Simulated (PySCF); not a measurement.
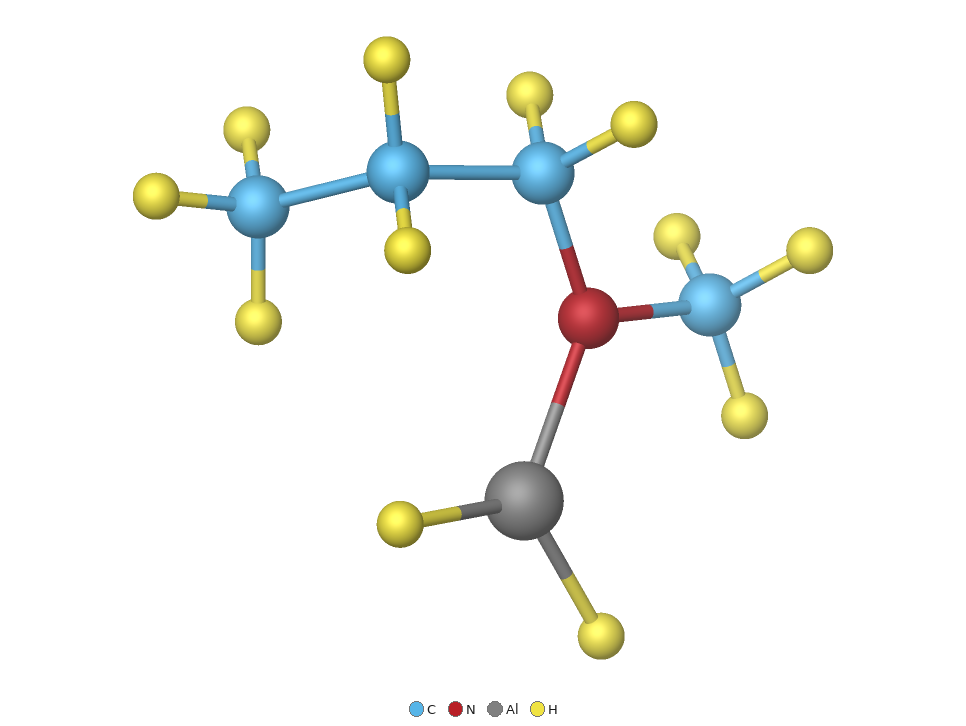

Every bond is drawn as one stick, whatever its order.

The geometry was computed by an optimisation with PBE0-D3(BJ)/def2-SVP. No frequency run is at hand to confirm it as a minimum.

> What is the molecular formula?

C₄H₁₂AlN, 18 atoms: 4 carbon, 12 hydrogen, 1 aluminium and 1 nitrogen.

> How many bonds of each kind are drawn?

10 C–H, 2 C–C, 2 C–N, 2 Al–H, 1 Al–N.

> Which point group does it belong to?

C1.

The parts below concern this one geometry. Atoms keep their numbers from picture to picture.

### Geometry

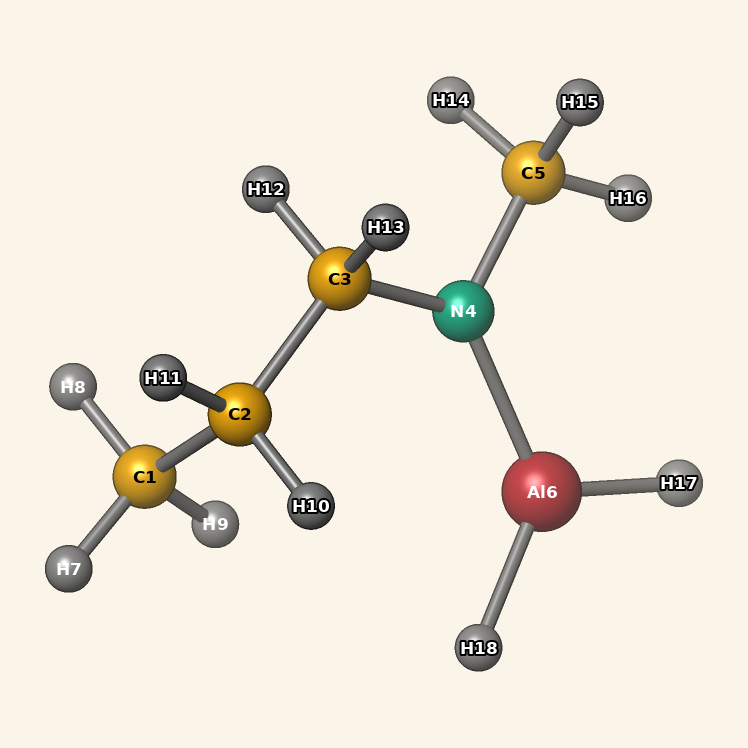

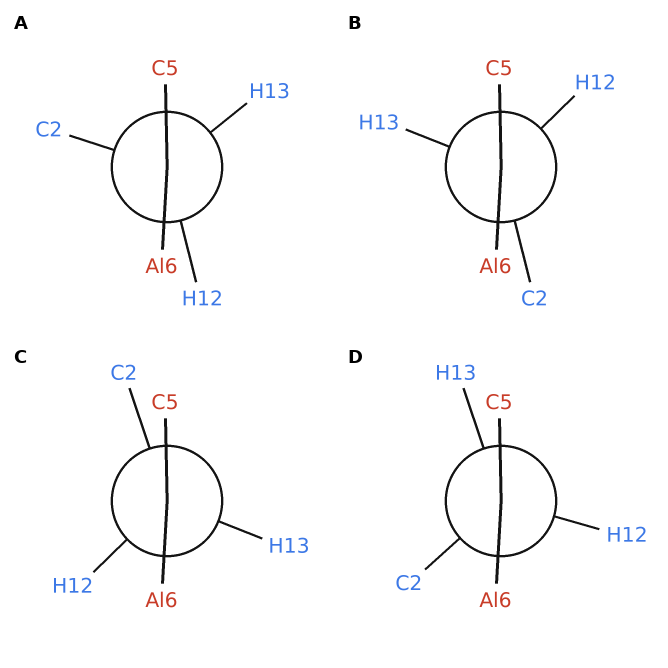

Distant atoms are faded towards the background colour. Bonds that would overlap in a projection are set slightly apart. No frequency run is at hand to confirm it as a minimum.

> Which Newman projection shows the view along N4–C3, with N4 in front?

B. The torsion angle Al6–N4–C3–C2 is −15°, synperiplanar.

### Excitation

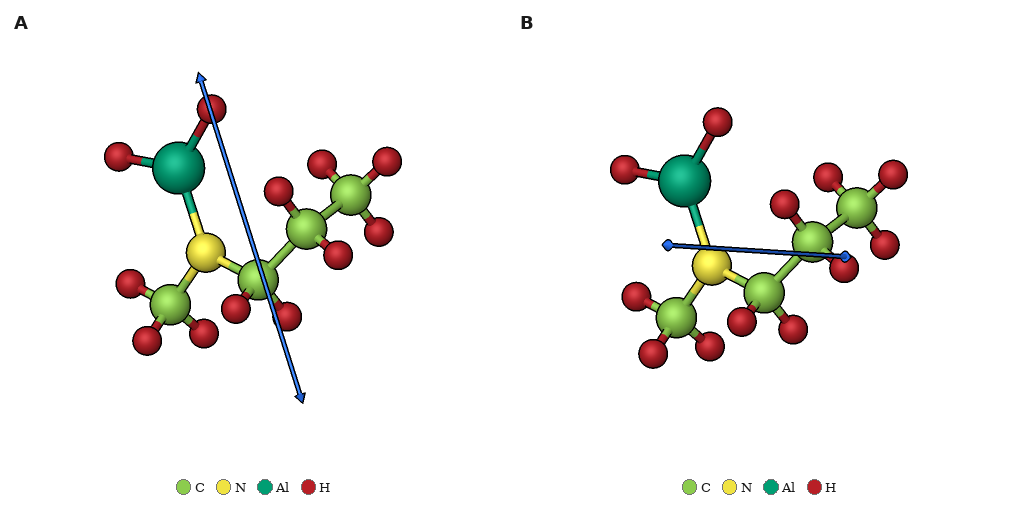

The double arrows show the directions of two transition dipoles from the ground state (lengths mean nothing). No frequency run is at hand to confirm it as a minimum. Method: TDDFT ωB97X-D/def2-SVPD, vertical, IEF-PCM chloroform (non-equilibrium linear response), core orbitals frozen in the response (PySCF 2.14.0).

> One belongs to singlet state 1 and one to singlet state 4. Which is which?

A: state 1, 5.10 eV (243 nm), oscillator strength 0.14, mainly HOMO → LUMO (weight 0.97).
B: state 4, 6.70 eV (185 nm), oscillator strength 0.040, mainly HOMO → LUMO+3 (weight 0.51).

### NMR shielding

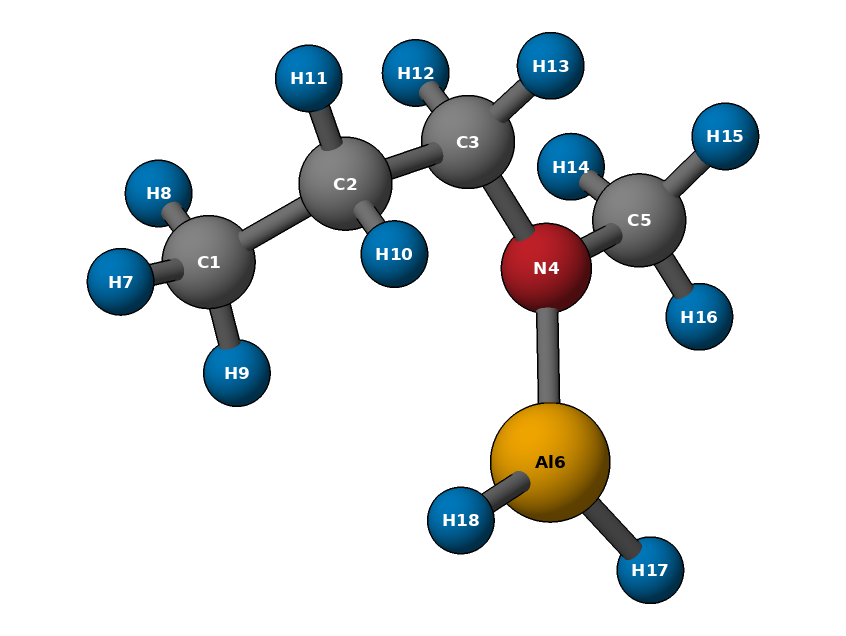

No frequency run is at hand to confirm it as a minimum. Properties computed with GIAO PBE0/pcSseg-1 NMR shielding, non-relativistic, IEF-PCM chloroform (PySCF 2.14.0). Principal shieldings σ11 ≤ σ22 ≤ σ33, span Ω = σ33 − σ11, skew κ = 3(σiso − σ22)/Ω.

Give the shielding tensors of the Al atoms.

```csv
atom,σ11,σ22,σ33,σiso,Ω,κ
Al6,348.9,377.6,381.0,369.2,32.1,−0.79
```

Shieldings and span in ppm.

### Levels of theory compared

No frequency run is at hand to confirm it as a minimum. Program: PySCF 2.14.0.

At this fixed geometry, give HOMO–LUMO gap (eV) at these levels: BHandHLYP/aug-pcX-1 (pcseg-1 on H) (def2-SVPD on Al); PBE0/pcSseg-1 in acetonitrile (IEF-PCM); PBE0/pcSseg-1 in chloroform (IEF-PCM); ωB97X-D/def2-SVPD; ωB97X-D/def2-SVPD in acetonitrile (IEF-PCM); ωB97X-D/def2-SVPD in chloroform (IEF-PCM).

```json
{"level": "BHandHLYP/aug-pcX-1 (pcseg-1 on H) (def2-SVPD on Al)", "HOMO–LUMO gap (eV)": "7.38"}
{"level": "PBE0/pcSseg-1 in acetonitrile (IEF-PCM)", "HOMO–LUMO gap (eV)": "5.73"}
{"level": "PBE0/pcSseg-1 in chloroform (IEF-PCM)", "HOMO–LUMO gap (eV)": "5.69"}
{"level": "ωB97X-D/def2-SVPD", "HOMO–LUMO gap (eV)": "9.11"}
{"level": "ωB97X-D/def2-SVPD in acetonitrile (IEF-PCM)", "HOMO–LUMO gap (eV)": "9.25"}
{"level": "ωB97X-D/def2-SVPD in chloroform (IEF-PCM)", "HOMO–LUMO gap (eV)": "9.21"}
```

### Polarisability

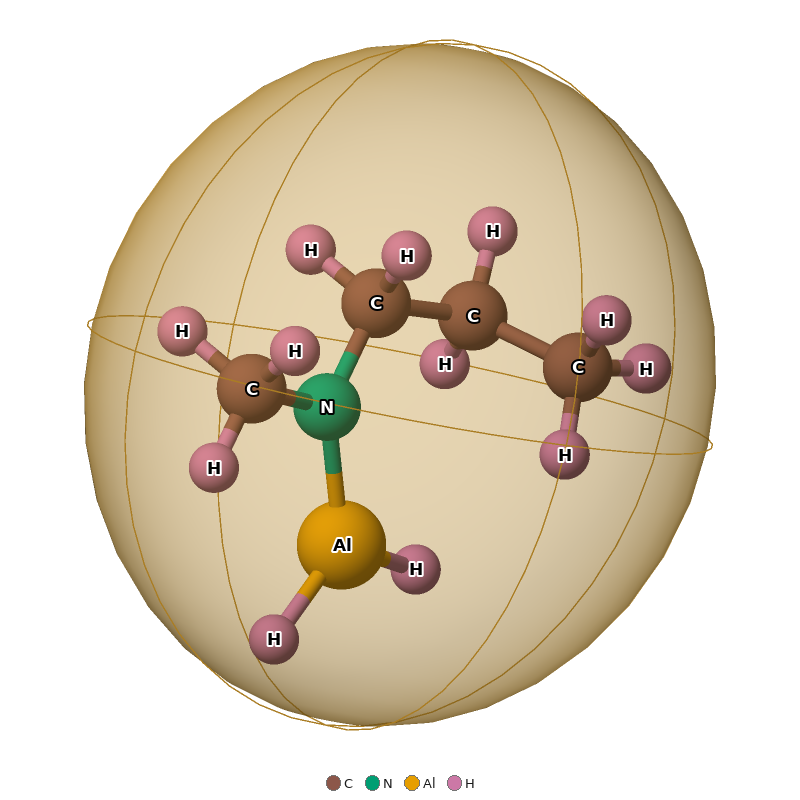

The ellipsoid shows the static dipole polarisability: its half-axes are proportional to the principal values. No frequency run is at hand to confirm it as a minimum. Level of theory: ωB97X-D/def2-SVPD (PySCF 2.14.0).

> How large and how anisotropic is the polarisability?

Principal values 74.9, 93.1, 94.9 bohr³; mean 87.6 bohr³ (12.99 Å³); anisotropy 19.1 bohr³, so the longest axis is 1.27 times the shortest.
